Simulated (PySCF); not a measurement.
C5H7ClO2Si (SMILES O=CO[C@]1([SiH3])C=C(Cl)C1)

Input file:

```
{"job": {"kind": "nmr", "xc": "PBE0", "basis": "pcSseg-1"}, "charge": 0, "multiplicity": 1}
O     -2.652067     0.052387    -0.107152
C     -2.145596    -1.035904    -0.210647
O     -0.878620    -1.302749    -0.197512
C      0.033833    -0.194717    -0.074684
Si    -0.782679     1.528948     0.210175
C      1.076788    -0.196205    -1.163613
C      2.068076    -0.420109    -0.302830
Cl     3.764399    -0.471535    -0.424664
C      1.190298    -0.536275     0.907530
H     -2.737116    -1.957647    -0.330779
H      0.440909     2.339445     0.390019
H     -1.472182     1.566248     1.492577
H     -1.412499     2.024623    -1.003281
H      1.008829    -0.036915    -2.221450
H      1.121139    -1.538425     1.325102
H      1.368888     0.187775     1.699797
```

Run with:

```sh
OMP_NUM_THREADS=1 python probes_run.py task.json out
```

Geometry: GFN2-xTB.

Level of theory: PBE0/pcSseg-1, SCF density, gas phase, non-relativistic in PySCF 2.14.0.

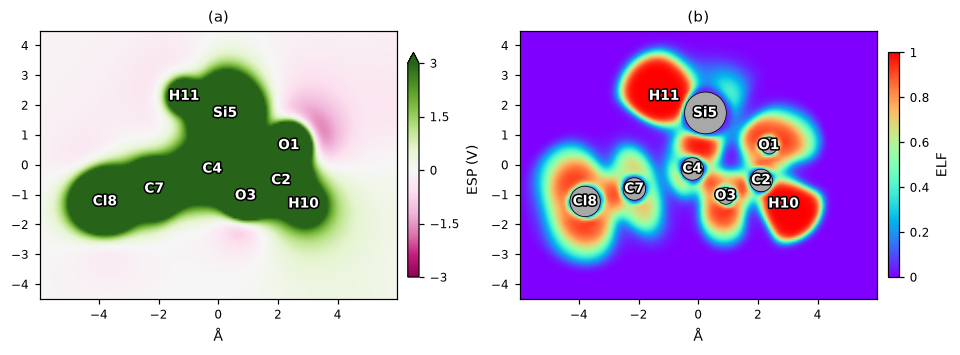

Figure 1. (a) electrostatic potential; (b) ELF on the plane of atoms O3, C4 and Si5. Grey discs cover the atomic cores in the ELF map.

Interpret the plot.

The plane passes through O, C, Si, Cl and H nuclei.
C–O (1.20 Å): the ELF peaks at about 0.85 between the atoms; a short, multiple covalent bond.
C–Cl (1.70 Å): the ELF peaks at about 0.90 between the atoms; a covalent bond.
C–Si (1.93 Å): the ELF peaks at about 1 between the atoms (a covalent bond).
C–H (1.10 Å): the ELF climbs to about 1 towards the hydrogen, as it does in any bond to H; an ordinary covalent bond to hydrogen.
C–O (1.29 Å): the ELF peaks at about 0.90 between the atoms, as expected for a short, strongly polar bond.
The ELF also peaks beside Cl8, O3 and O1, away from the bonds: lone-pair regions.
Outside the dense part of the molecule the potential is most negative (−1.6 V) near O1.

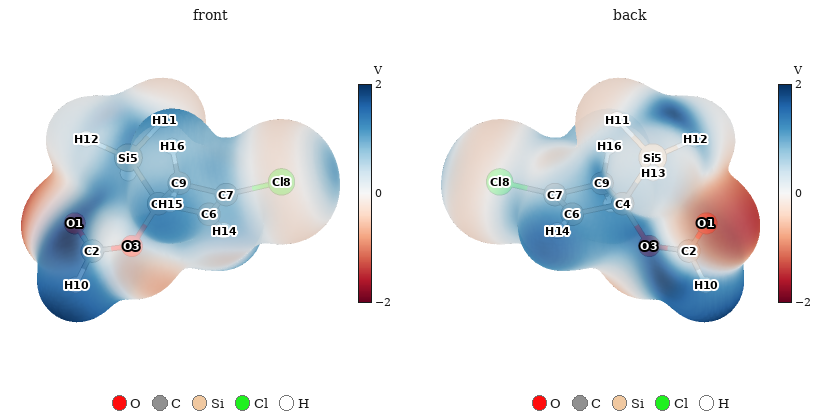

Figure 2. The electrostatic potential painted on the density surface at 0.004 e/bohr³, seen from the front and from behind; red is negative and blue positive.

Describe the electrostatic potential map.

The most negative region (about −1.4 V, or −32 kcal/mol for a unit charge) lies over O1, the most positive (about +1.9 V, or +44 kcal/mol for a unit charge) over C2 and H10. Cl8 shows a σ-hole: about +1.0 V, or +23 kcal/mol for a unit charge at the tip opposite its bond, against about −0.2 V on its flanks. O1 is the likeliest acceptor of a hydrogen bond.

What dipole moment does the calculation give?

Its dipole moment is 1.78 D.
